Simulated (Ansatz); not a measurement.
# CHFO (SMILES O=CF) at 6 levels

We compute a comparison of 6 runs (HF/STO-3G, UHF/STO-3G, BLYP/STO-3G, PBE0/STO-3G, UB3LYP/STO-3G, UPBE0/STO-3G) of CHFO. 

Program for the calculation: Ansatz 0.2.0.

73 further runs of the same task are left out: 73 set aside as unsound or not needed.

## (1) The system as given

CHFO has 4 atoms, charge 0, and is taken as a singlet. SMILES: `O=CF`. The H4–C2 distance was set to 2.745 Å, away from the relaxed value. At this shape a bond of the SMILES string is far longer than usual.

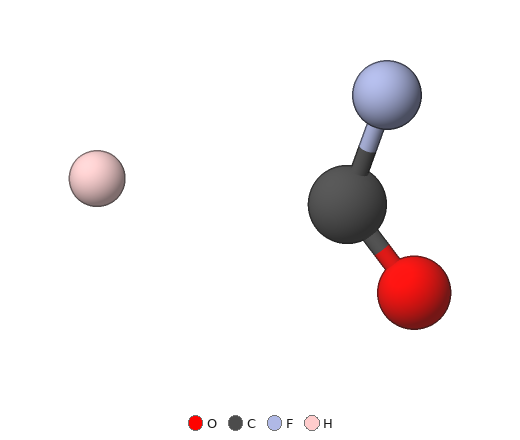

The structure, seen from a chosen angle (oxygen red, carbon dark grey, fluorine light blue, hydrogen pink).

## (2) The energy at HF/STO-3G (run 1)

in.yaml reads:

```yaml
crystal:
  periodic: [false, false, false]
  atoms:
    - symbol: O
      position_ang: [-1.496876, -0.926255, 1.871734]
    - symbol: C
      position_ang: [-0.656936, -1.048935, 1.064684]
    - symbol: F
      position_ang: [-0.022826, -2.213135, 0.860404]
    - symbol: H
      position_ang: [0.355050, 0.821510, -0.671560]
basis:
  gaussian:
    orbitals: STO-3G
hamiltonian:
  xc: hf
accuracy: high
```

Started as:

```bash
$ ansatz run in.yaml --threads 1 --pin off --max-ram 2610MiB --events-out events.jsonl --progress --plain --runs-dir runs
```

The log of the run:

```text
Warning: RAYON_NUM_THREADS=1 ignored (pool sized by the plan → 1); use --threads N
Functional definition: HF
  name "HF"
  exchange = exact_x
  correlation = 0
273 factors; integrals over basis functions are off by at most 3.4e-8 eV
mean field evaluation 1: about -5692.9651 eV, gradient 3.9e1 eV
mean field evaluation 2: about -5693.0239 eV, gradient 3.9e1 eV
mean field evaluation 4: about -5700.3320 eV, gradient 5.0e0 eV
mean field evaluation 8: about -5700.5458 eV, gradient 2.7e-1 eV
mean field evaluation 16: about -5691.5774 eV, gradient 2.1e1 eV
mean field -5700.54663698 eV, -209.4912249399 hartree, gradient 2.5e-8 eV, S^2 0.000000; 0 other end points of the search recorded, 0 dependent functions left out
reference -5700.54663698 eV, -209.4912249399 hartree; 12, 12 occupied and 4, 4 virtual orbitals, 273 factors
Total energy: -5700.54663698 eV, -209.4912249399 hartree
```

Wall time 0.08 s (1 thread of Arm Neoverse V1, shared host).

## (3) A single-point energy at UHF/STO-3G (run 2)

in.yaml reads:

```yaml
basis:
  gaussian: {orbitals: STO-3G}
crystal:
  periodic: [false, false, false]
  atoms:
    - {symbol: O, position_ang: [-1.496876, -0.926255, 1.871734]}
    - {symbol: C, position_ang: [-0.656936, -1.048935, 1.064684]}
    - {symbol: F, position_ang: [-0.022826, -2.213135, 0.860404]}
    - {symbol: H, position_ang: [0.355050, 0.821510, -0.671560]}
accuracy: high
hamiltonian: {xc: hf}
magnetization: {spin_polarized: true, initial_magnetization: 0}
```

Started as:

```bash
$ ansatz run in.yaml --threads 1 --pin off --max-ram 2610MiB --events-out events.jsonl --progress --plain --runs-dir runs
```

The log of the run, shortened:

```text
Warning: RAYON_NUM_THREADS=1 ignored (pool sized by the plan → 1); use --threads N
[... 2 set-up lines as earlier in the session ...]
[...]
273 factors; integrals over basis functions are off by at most 3.4e-8 eV
[...]
mean field -5705.60003072 eV, -209.6769337344 hartree, gradient 4.5e-8 eV, S^2 1.044957; 4 other end points of the search recorded, 0 dependent functions left out
reference -5705.60003072 eV, -209.6769337344 hartree; 12, 12 occupied and 4, 4 virtual orbitals, 273 factors
Total energy: -5705.60003072 eV, -209.6769337344 hartree
```

It took 0.24 s on 1 thread of Arm Neoverse V1, shared host.

## (4) A single-point energy at BLYP/STO-3G (run 3)

job.yaml reads:

```yaml
basis:
  gaussian:
    orbitals: STO-3G
crystal:
  periodic: [false, false, false]
  atoms:
    - symbol: O
      position_ang: [-1.496876, -0.926255, 1.871734]
    - symbol: C
      position_ang: [-0.656936, -1.048935, 1.064684]
    - symbol: F
      position_ang: [-0.022826, -2.213135, 0.860404]
    - symbol: H
      position_ang: [0.355050, 0.821510, -0.671560]
hamiltonian:
  xc: {name: BLYP}
accuracy: high
```

Started as:

```bash
$ ansatz run job.yaml --threads 1 --pin off --max-ram 2610MiB --events-out events.jsonl --progress --plain --runs-dir runs
```

The log of the run:

```text
Warning: RAYON_NUM_THREADS=1 ignored (pool sized by the plan → 1); use --threads N
Functional definition: BLYP
  name "BLYP"
  parameter beta = 0.0042
  parameter a = 0.04918
  parameter b = 0.132
  parameter c = 0.2533
  parameter d = 0.349
  exchange = b88_x(beta = beta)
  correlation = lyp_c(a = a, b = b, c = c, d = d)
273 factors; integrals over basis functions are off by at most 3.4e-8 eV
mean field evaluation 1: about -5718.6346 eV, gradient 2.7e1 eV
mean field evaluation 2: about -5702.9674 eV, gradient 7.4e1 eV
mean field evaluation 4: about -5717.9876 eV, gradient 1.5e1 eV
mean field evaluation 8: about -5728.1840 eV, gradient 1.8e-1 eV
mean field -5728.18417160 eV, -210.5068856035 hartree, gradient 2.0e-8 eV, S^2 0.000000; 0 other end points of the search recorded, 0 dependent functions left out
reference -5728.18419973 eV, -210.5068866375 hartree; 12, 12 occupied and 4, 4 virtual orbitals, 273 factors
Total energy: -5728.18419973 eV, -210.5068866375 hartree
```

It took 0.83 s on 1 thread of Arm Neoverse V1, shared host.

Runs 4 to 5 aren't shown in full; the table further down has their settings and results.

## (5) The energy at UPBE0/STO-3G (run 6)

input.yaml reads:

```yaml
basis:
  gaussian:
    orbitals: STO-3G
crystal:
  periodic: [false, false, false]
  atoms:
    - {symbol: O, position_ang: [-1.496876, -0.926255, 1.871734]}
    - {symbol: C, position_ang: [-0.656936, -1.048935, 1.064684]}
    - {symbol: F, position_ang: [-0.022826, -2.213135, 0.860404]}
    - {symbol: H, position_ang: [0.355050, 0.821510, -0.671560]}
magnetization:
  spin_polarized: true
  initial_magnetization: 0
hamiltonian:
  xc: {name: PBE0}
accuracy: high
```

Started as:

```bash
$ ansatz run input.yaml --threads 1 --pin off --max-ram 2610MiB --events-out events.jsonl --progress --plain --runs-dir runs
```

The log of the run:

```text
Warning: RAYON_NUM_THREADS=1 ignored (pool sized by the plan → 1); use --threads N
Functional definition: PBE0
  name "PBE0"
  parameter a = 0.25
  parameter kappa = 0.804
  parameter beta = 0.06672455060314922
  exchange = (1 - a)*pbe_x(kappa = kappa, mu = beta*pi^2/3) + a*exact_x
  correlation = pbe_c(beta = beta)
273 factors; integrals over basis functions are off by at most 3.4e-8 eV
mean field evaluation 1: about -5715.3727 eV, gradient 2.2e1 eV
mean field evaluation 2: about -5707.0214 eV, gradient 3.6e1 eV
mean field evaluation 4: about -5715.8265 eV, gradient 1.3e1 eV
mean field evaluation 8: about -5721.9041 eV, gradient 1.1e1 eV
mean field evaluation 16: about -5723.7401 eV, gradient 2.9e-8 eV
mean field evaluation 32: about -5725.4130 eV, gradient 4.0e0 eV
mean field -5725.53528608 eV, -210.4095408562 hartree, gradient 9.7e-9 eV, S^2 0.968466; 3 other end points of the search recorded, 0 dependent functions left out
reference -5725.53528710 eV, -210.4095408938 hartree; 12, 12 occupied and 4, 4 virtual orbitals, 273 factors
Total energy: -5725.53528710 eV, -210.4095408938 hartree
```

Run time: 3.3 s. Hardware: 1 thread of Arm Neoverse V1, shared host; peak memory 0.11 GiB.

## (6) Overview of the runs

```csv
run,level,energy (Eh),wall time
1,HF/STO-3G,-209.491225,0.08 s
2,UHF/STO-3G,-209.676934,0.24 s
3,BLYP/STO-3G,-210.506887,0.83 s
4,PBE0/STO-3G,-210.343569,0.89 s
5,UB3LYP/STO-3G,-210.582827,4.2 s
6,UPBE0/STO-3G,-210.409541,3.3 s
```

## (7) What came out

| quantity | value |
| --- | --- |
| run 6: total energy | -210.40954 Eh |
| run 6: ⟨S²⟩ | 0.968 |

What this shows: Totals of different functionals can't be ranked against each other. In runs 1, 2, 3, 4, 5, 6 the basis is minimal, so the values are rough. In runs 1, 3, 4 a closed-shell determinant meets a far-stretched bond, which it describes badly. Spin contamination of the reference: run 2 ⟨S²⟩ = 1.04, run 6 ⟨S²⟩ = 0.97, run 5 ⟨S²⟩ = 0.95. Where it is this large, the reference is a mixture of spin states, and values that rest on it are in doubt. All runs together took 9.6 s, the longest 4.2 s.
